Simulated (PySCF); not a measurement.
SMILES FC(F)(F)[Si](F)(F)F (CF6Si), PBE0/def2-SVP optimised geometry. Atoms within 1.6 Å of the plane z = 0.0 Å (x, y, z in Å): F1 (-2.51, -1.68, 1.58), C2 (-1.17, -1.66, 1.56), F3 (-0.74, -2.92, 1.58), Si5 (-0.53, -0.75, 0.00), F6 (-1.06, -1.49, -1.31), F7 (-1.06, 0.75, 0.00), F8 (1.06, -0.75, 0.00).

Level of theory: PBE0/def2-TZVP in PySCF. Cells within 0.4 Å of a nucleus heavier than hydrogen are left out (blank, or x).

Map of the HOMO amplitude (bohr^(-3/2)) on the plane z = 0.0 Å; orbital energy -10.67 eV, overall sign arbitrary:

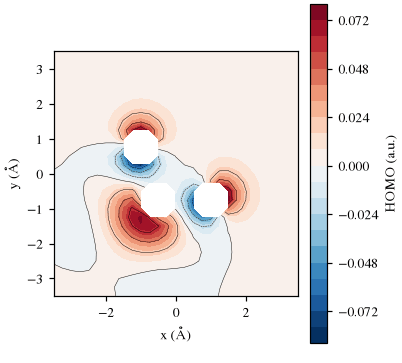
Figure: HOMO amplitude (bohr^(-3/2)) on the plane z = 0.0 Å.
